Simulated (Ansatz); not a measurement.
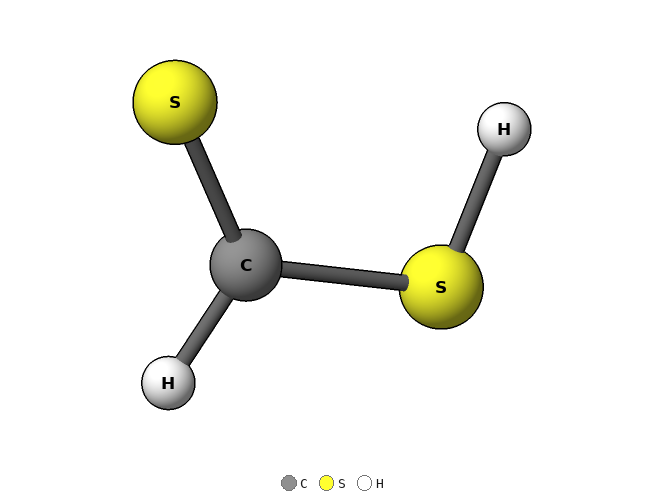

Every bond is drawn as one stick, whatever its order.

**Which formula does it have?**

CH2S2, 5 atoms: 1 carbon, 2 hydrogen and 2 sulfur.

**How many sets of symmetry-equivalent atoms are there?**

5: 1 C, 1 S, 1 S, 1 H, 1 H.

**Give the symmetry (Schoenflies symbol).**

Cs.

More results for the same structure follow; atom numbers are the same in all pictures, views and colours differ. The geometry was computed by an optimisation with PBE0-D4/def2-TZVP. No frequency run is at hand to confirm it as a minimum.

## Shape

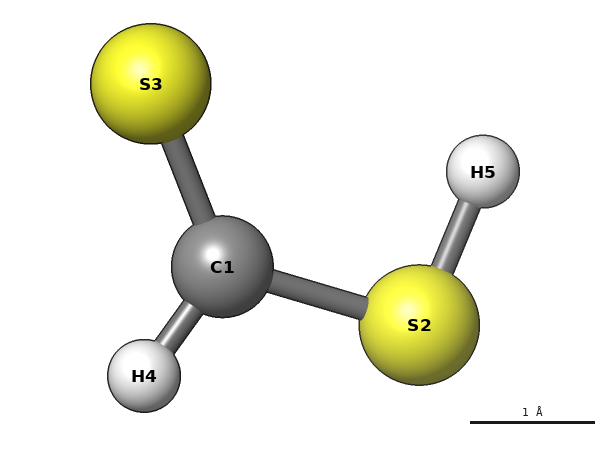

The atoms are numbered. No frequency run is at hand to confirm it as a minimum.

List the bonds and their lengths.

```tsv
bond	length (Å)
C1–S2	1.720
C1–S3	1.613
C1–H4	1.092
S2–H5	1.346
```

## Electronic properties

No frequency run is at hand to confirm it as a minimum. Properties computed with RKS PBE0-D4/def2-TZVPP (Ansatz 0.2.0).

What does the calculation give?

- HOMO energy (Kohn–Sham orbital): −6.72 eV
- LUMO energy (Kohn–Sham orbital): −2.28 eV
- HOMO–LUMO gap: 4.44 eV

## Dipole moment

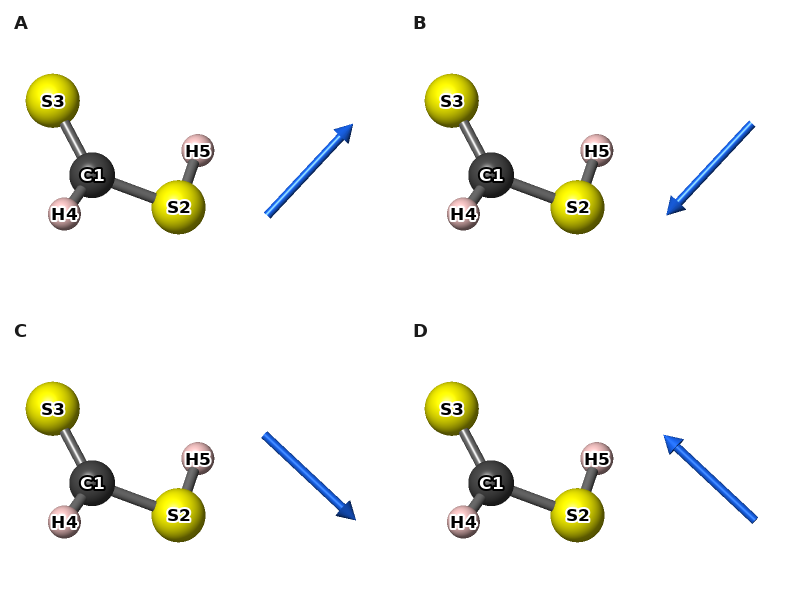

The same molecule four times, each with an arrow. No frequency run is at hand to confirm it as a minimum. Properties computed with RKS PBE0-D4/def2-TZVP (Ansatz 0.2.0).

**Which arrow points along the dipole moment, from the negative to the positive end?**

C. The dipole moment is 1.73 D; it points from the side of S3 to the side of S2 (the outermost atoms at the two ends).

## Charges

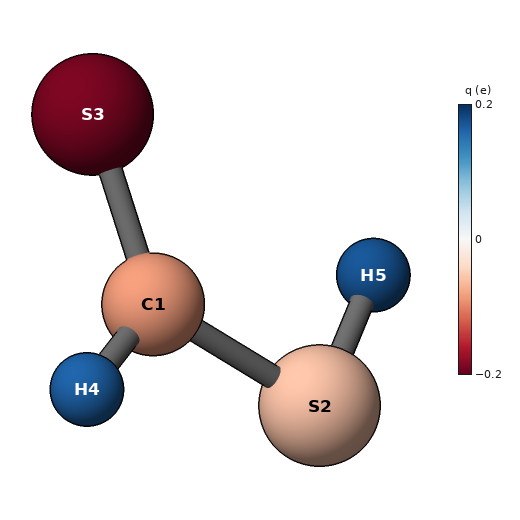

Atoms are coloured by their Mulliken charges. No frequency run is at hand to confirm it as a minimum. Properties computed with RKS PBE0-D4/def2-TZVP (Ansatz 0.2.0).

List the Mulliken charges.

| atom | value (e) |
| --- | --- |
| C1 | −0.09 |
| S2 | −0.06 |
| S3 | −0.19 |
| H4 | 0.16 |
| H5 | 0.17 |

Mulliken values depend strongly on the basis set and can even reverse the polarity of a bond.
